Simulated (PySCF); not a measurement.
**H₁₂In₃P₃: density, localisation and related maps**

```xyz
18

In   -0.1620   -1.3037   -2.4669
H    -1.1907   -2.6729   -2.2719
H     0.6536   -0.7460   -3.8808
P     1.6664   -1.3891   -0.5772
In    2.2593    0.5529    1.0963
H     3.4373   -0.0354    2.2103
H     2.2773    2.0062    0.1662
P    -0.1073    0.4471    2.2341
In   -2.3757    1.0161    1.0268
H    -3.4575   -0.3010    1.2854
H    -2.6331    2.7012    1.2928
P    -1.4091    0.7496   -1.4035
H     2.8814   -1.8104   -1.1789
H     1.4440   -2.5449    0.2173
H    -0.0494    1.2133    3.4277
H    -0.2166   -0.8341    2.8359
H    -2.4731    1.0776   -2.2857
H    -0.6011    1.8904   -1.6503
```

Geometry: PBE0-D3(BJ)/def2-SVP; core potentials replace the inner electrons of In.

Theory: CAM-B3LYP/def2-SVPD, SCF density, gas phase, scalar-relativistic core potentials on the heavy atoms (PySCF 2.14.0).

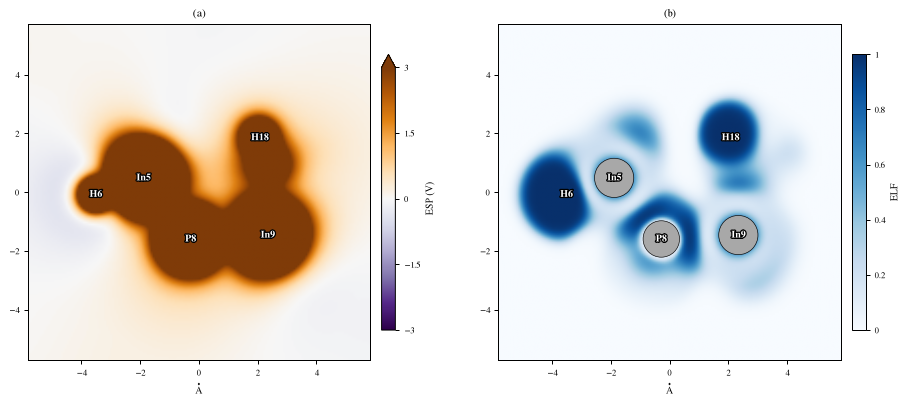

Figure 1. (a) electrostatic potential; (b) electron localisation function on the plane of atoms H6, In5 and P8. Grey discs cover the atomic cores in the ELF map.

Describe what can be read from this map.

- The section cuts through In, H and P sites.
- In–P (2.63 Å): the ELF peaks at about 0.95 in the valence shell of P, 1.0 Å from its nucleus, and drops to about 0.15 between the two atoms.
- In–H (1.72 Å): the ELF climbs to about 1 towards the hydrogen.
- Outside the dense part of the molecule the potential is most negative (−0.4 V) near H6.

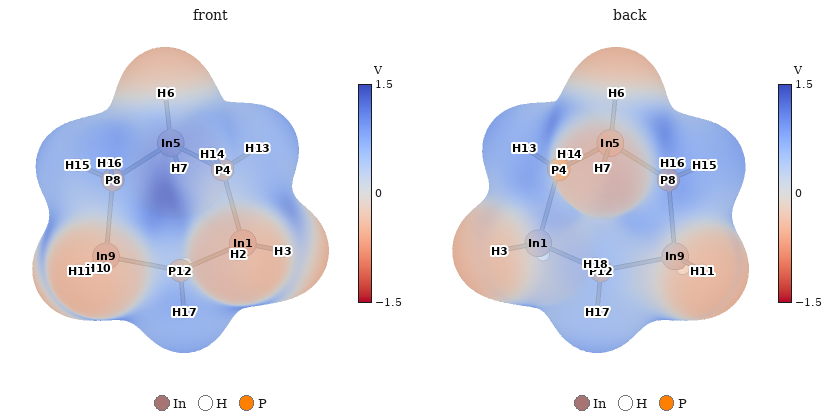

Figure 2. The molecular electrostatic potential painted on the density surface at 0.001 e/bohr³, seen from the front and from behind; the colour scale runs from red (negative) to blue (positive).

Which sites attract a positive test charge, and which a negative one?

A positive charge is drawn to the negative regions and a negative charge to the positive ones. The most negative region (about −0.4 V) lies over the H atoms, the most positive (about +1.2 V) over In1, P4, P8 and In9.

What dipole moment does the calculation give?

Its dipole moment is 0.79 D.
